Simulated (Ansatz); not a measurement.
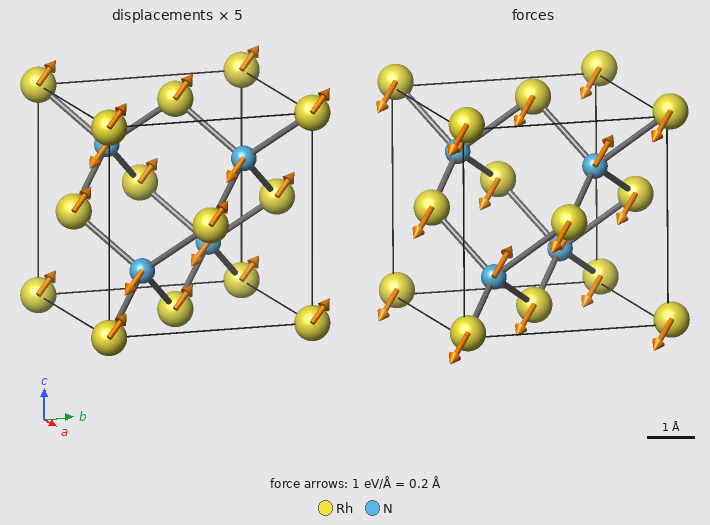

Left: a crystal of RhN (built on the zincblende type), with orange arrows for the displacements applied to it (without the part that the change of the cell carries along). Right: the displaced structure with the computed forces. Besides, the cell is strained by +0.7 % roughly along [3 −1 0], +0.5 % along [1 3 −1], −1.2 % along [0 1 2] (volume 0.0 %). A ball-and-stick model of the conventional cell (4 times the calculation's cell), seen slightly off an axis. Lengths and directions refer to the drawn axes.

All numbers below come from Ansatz 0.2.0, DFT PBE, scalar-relativistic, plane waves, PAW. (plane-wave cutoff 420 eV; k-point mesh 12 × 12 × 12; occupations gaussian; smearing width 0.05 eV; no spin polarisation)

### Where do the forces point?

Atoms are displaced by 0.14 Å relative to the cell: N 0.14 Å along [1 −2 −2], Rh 0.14 Å along [−1 2 2]. No relaxation follows. Some distances before and after: N–Rh 1.992 → 1.725 to 2.163 Å. The space group (tolerance 0.01 Å) goes from F-43m (No. 216) to P1 (No. 1). Energy change: +285 meV per atom. Pressure: 0.0 GPa before, 13.8 GPa after. The principal stresses (compression positive) are 41.2 GPa along [1 −1 −1], 2.0 GPa along [0 1 −1], −2.0 GPa along [2 1 1]. The largest forces, 4.5 eV/Å, act on Rh and N; on the Rh atom it points roughly along [1 −1 −1]. The forces point straight back along the displacements (cosine −0.98).
